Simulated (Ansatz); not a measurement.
## Geometry relaxation of CH6Si

- system: CH6Si
- method: RKS PBE0-D4/def2-TZVP (Ansatz 0.2.0)

The geometry: PBE-D4/def2-SVP start. Figures and captions count atoms from 1; the log counts them from 0 in places.

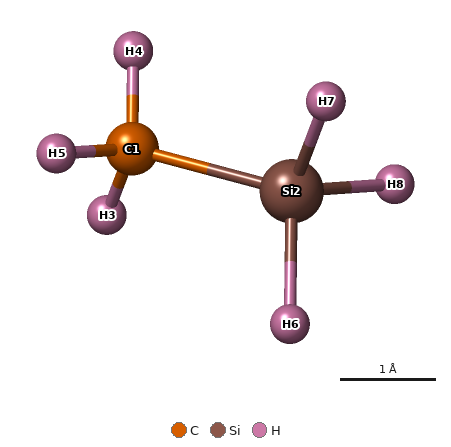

*The starting structure (ball-and-stick view, seen at a tilt; atoms are numbered from 1 in the order of the input).*

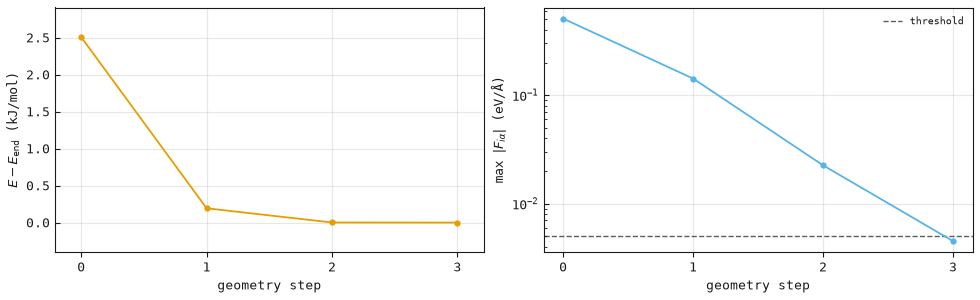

*Progress of the relaxation, step by step (the first geometry is step 0 here and step 1 in the log).*

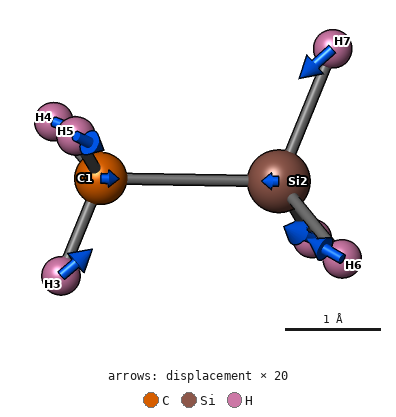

*The starting structure with the displacements as blue arrows, magnified 20 times (ball-and-stick view, seen on its broad side). The two geometries are laid on each other by the best rigid fit.*

Over 3 geometry steps the energy falls by 2.51 kJ/mol. The largest force component goes from 0.51 to 0.0045 eV/Å. The largest moves after the best rigid fit, 0.024 Å, are those of H6, H7 and H8. By element the largest moves are H 0.024 Å, C 0.010 Å, Si 0.010 Å. Among the contacts that change: C1–Si2 1.891 → 1.871 Å, Si2–H6 1.506 → 1.488 Å, C1–H3 1.108 → 1.092 Å. (Atoms are counted from 1 in the order of the input.)

These pictures come from the run below.

## Input
```yaml
crystal:
  periodic: [false, false, false]
  atoms:
    - {symbol: C, position_ang: [-0.171765, 0.235072, -0.957223]}
    - {symbol: Si, position_ang: [0.175791, -0.224125, 0.843681]}
    - {symbol: H, position_ang: [-1.246678, 0.107945, -1.196150]}
    - {symbol: H, position_ang: [0.411789, -0.405784, -1.648215]}
    - {symbol: H, position_ang: [0.101411, 1.291001, -1.154897]}
    - {symbol: H, position_ang: [-0.622899, 0.645031, 1.779602]}
    - {symbol: H, position_ang: [1.635905, -0.045372, 1.168303]}
    - {symbol: H, position_ang: [-0.191555, -1.660768, 1.108998]}
basis:
  gaussian: {orbitals: def2-TZVP}
hamiltonian: {xc: pbe0, dispersion: d4}
relax: {f_tol: 0.005, max_steps: 150}
```

Launch command:
```bash
ansatz run in.yaml --threads 4 --pin off --events-out ev --progress --plain --max-ram 10444MiB
```

## The program's output
```
Functional definition: PBE0
  name "PBE0"
  cite "Adamo & Barone, J. Chem. Phys. 110, 6158 (1999) doi:10.1063/1.478522"
  cite "Perdew, Burke & Ernzerhof, Phys. Rev. Lett. 77, 3865 (1996) doi:10.1103/PhysRevLett.77.3865"
  parent pbe
  parameter a = 0.25
  parameter kappa = 0.804
  parameter beta = 0.06672455060314922
  exchange = (1 - a)*pbe_x(kappa = kappa, mu = beta*pi^2/3) + a*exact_x
  correlation = pbe_c(beta = beta)
712 factors; their error is unknown
mean field evaluation 1: about -9003.6536 eV, gradient 4.5e1 eV
mean field evaluation 2: about -9001.7258 eV, gradient 4.9e1 eV
mean field evaluation 4: about -9008.2771 eV, gradient 5.3e-1 eV
mean field evaluation 8: about -9008.3054 eV, gradient 1.3e-2 eV
mean field -9008.30538321 eV, -331.0491167842 hartree, gradient 4.0e-5 eV, S^2 0.000000; 0 other end points of the search recorded, 0 dependent functions left out
the calculation of the forces begins
reference -9008.30541210 eV, -331.0491178460 hartree; 13, 13 occupied and 91, 91 virtual orbitals, 712 factors
relax step   1: F+E_penalty+E_count = -9008.38946069 eV  Δ(F+E_penalty+E_count) = +0.000e0 eV  max|allowed force component| = 5.085e-1 eV/Å  Δτ_max = 0.0000 Å  (21 SCF iters, accepted)
these checks for a lower state are left out or cut short: starts, cluster_reference, orbital_swaps, neighbouring_geometries, increment
712 factors; their error is unknown
mean field evaluation 16: about -9008.3291 eV, gradient 2.1e-1 eV
mean field -9008.32920321 eV, -331.0499921532 hartree, gradient 2.3e-5 eV, S^2 0.000000; 0 other end points of the search recorded, 0 dependent functions left out
the calculation of the forces begins
reference -9008.32923196 eV, -331.0499932096 hartree; 13, 13 occupied and 91, 91 virtual orbitals, 712 factors
relax step   2: F+E_penalty+E_count = -9008.41343329 eV  Δ(F+E_penalty+E_count) = -2.397e-2 eV  max|allowed force component| = 1.424e-1 eV/Å  Δτ_max = 0.0181 Å  (27 SCF iters, accepted)
these checks for a lower state are left out or cut short: starts, cluster_reference, orbital_swaps, neighbouring_geometries, increment
712 factors; their error is unknown
mean field -9008.33112737 eV, -331.0500628647 hartree, gradient 2.3e-5 eV, S^2 0.000000; 0 other end points of the search recorded, 0 dependent functions left out
the calculation of the forces begins
reference -9008.33115604 eV, -331.0500639184 hartree; 13, 13 occupied and 91, 91 virtual orbitals, 712 factors
relax step   3: F+E_penalty+E_count = -9008.41542318 eV  Δ(F+E_penalty+E_count) = -1.990e-3 eV  max|allowed force component| = 2.256e-2 eV/Å  Δτ_max = 0.0062 Å  (27 SCF iters, accepted)
these checks for a lower state are left out or cut short: starts, cluster_reference, orbital_swaps, neighbouring_geometries, increment
712 factors; their error is unknown
mean field evaluation 32: about -9008.3311 eV, gradient 1.3e-5 eV
mean field -9008.33112918 eV, -331.0500629313 hartree, gradient 1.3e-5 eV, S^2 0.000000; 0 other end points of the search recorded, 0 dependent functions left out
the calculation of the forces begins
reference -9008.33115785 eV, -331.0500639849 hartree; 13, 13 occupied and 91, 91 virtual orbitals, 712 factors
relax step   4: F+E_penalty+E_count = -9008.41543256 eV  Δ(F+E_penalty+E_count) = -9.380e-6 eV  max|allowed force component| = 4.514e-3 eV/Å  Δτ_max = 0.0006 Å  (18 SCF iters, accepted)
712 factors; their error is unknown
mean field -9008.33112918 eV, -331.0500629313 hartree, gradient 1.3e-5 eV, S^2 0.000000; 1 other end points of the search recorded, 0 dependent functions left out
the calculation of the forces begins
reference -9008.33115785 eV, -331.0500639849 hartree; 13, 13 occupied and 91, 91 virtual orbitals, 712 factors
Total energy: -9008.41546123 eV, -331.0531620770 hartree
Atom 0 at    -0.169989     0.232649    -0.947362 Å, force     0.000742    -0.001046     0.004514 eV/Å
Atom 1 at     0.173933    -0.221708     0.834524 Å, force    -0.000563     0.000704    -0.002681 eV/Å
Atom 2 at    -1.229034     0.105715    -1.182287 Å, force    -0.000268     0.000076    -0.001201 eV/Å
Atom 3 at     0.406739    -0.398799    -1.626717 Å, force     0.000059     0.000261    -0.001190 eV/Å
Atom 4 at     0.098484     1.273513    -1.140750 Å, force    -0.000315     0.000444    -0.001103 eV/Å
Atom 5 at    -0.614764     0.638065     1.758206 Å, force     0.000193    -0.000034     0.000625 eV/Å
Atom 6 at     1.616791    -0.045602     1.153256 Å, force     0.000177    -0.000251     0.000472 eV/Å
Atom 7 at    -0.190161    -1.640832     1.095229 Å, force    -0.000025    -0.000155     0.000564 eV/Å
Dipole moment:    -0.031811     0.042030    -0.164848 e Å
```

## Trajectory as extended XYZ (Å, eV, eV/Å), 4 frames, from step=1 to step=4
```
8
Properties=species:S:1:pos:R:3:forces:R:3 step=1 energy=-9008.38946
C    -0.1718    0.2351   -0.9572   -0.0370   0.0484  -0.1885
Si    0.1758   -0.2241    0.8437   -0.0036   0.0050  -0.0197
H    -1.2467    0.1079   -1.1962    0.5085   0.0575   0.1208
H     0.4118   -0.4058   -1.6482   -0.2732   0.3000   0.3359
H     0.1014    1.2910   -1.1549   -0.1275  -0.5000   0.1020
H    -0.6229    0.6450    1.7796    0.1677  -0.1817  -0.2071
H     1.6359   -0.0454    1.1683   -0.3108  -0.0358  -0.0780
H    -0.1916   -1.6608    1.1090    0.0759   0.3066  -0.0653
8
Properties=species:S:1:pos:R:3:forces:R:3 step=2 energy=-9008.41343
C    -0.1705    0.2334   -0.9503   -0.0031   0.0039  -0.0144
Si    0.1749   -0.2229    0.8390   -0.0153   0.0200  -0.0779
H    -1.2340    0.1068   -1.1859    0.1424   0.0160   0.0335
H     0.4078   -0.4010   -1.6327   -0.0763   0.0840   0.0935
H     0.0997    1.2782   -1.1447   -0.0358  -0.1399   0.0282
H    -0.6173    0.6398    1.7633    0.0406  -0.0441  -0.0418
H     1.6217   -0.0451    1.1570   -0.0714  -0.0101  -0.0121
H    -0.1903   -1.6461    1.0984    0.0188   0.0701  -0.0089
8
Properties=species:S:1:pos:R:3:forces:R:3 step=3 energy=-9008.41542
C    -0.1701    0.2328   -0.9479    0.0040  -0.0055   0.0226
Si    0.1740   -0.2217    0.8347   -0.0026   0.0035  -0.0140
H    -1.2290    0.1061   -1.1825   -0.0057  -0.0006  -0.0025
H     0.4064   -0.3988   -1.6271    0.0031  -0.0030  -0.0045
H     0.0987    1.2734   -1.1412    0.0010   0.0058  -0.0021
H    -0.6146    0.6376    1.7586   -0.0022   0.0027   0.0014
H     1.6165   -0.0456    1.1538    0.0038   0.0006  -0.0003
H    -0.1898   -1.6407    1.0957   -0.0014  -0.0036  -0.0004
8
Properties=species:S:1:pos:R:3:forces:R:3 step=4 energy=-9008.41543
C    -0.1700    0.2326   -0.9474    0.0007  -0.0010   0.0045
Si    0.1739   -0.2217    0.8345   -0.0006   0.0007  -0.0027
H    -1.2290    0.1057   -1.1823   -0.0003   0.0001  -0.0012
H     0.4067   -0.3988   -1.6267    0.0001   0.0003  -0.0012
H     0.0985    1.2735   -1.1407   -0.0003   0.0004  -0.0011
H    -0.6148    0.6381    1.7582    0.0002   0.0000   0.0006
H     1.6168   -0.0456    1.1533    0.0002  -0.0003   0.0005
H    -0.1902   -1.6408    1.0952    0.0000  -0.0002   0.0006
```

## Results in brief

```csv
quantity,value
outcome,converged
total energy,−9008.4155 eV
mean-field energy,−9008.3312 eV
dispersion energy,−0.0843 eV
SCF solution under orbital rotations,stable
largest force (length of the vector) at the end,0.005 eV/Å
dipole moment,0.83 D
hardware,"4 threads of Arm Neoverse V2, 23 GiB of memory available, shared host"
wall time,2.9 s (CPU time 9.6 s)
peak memory,0.16 GiB
```
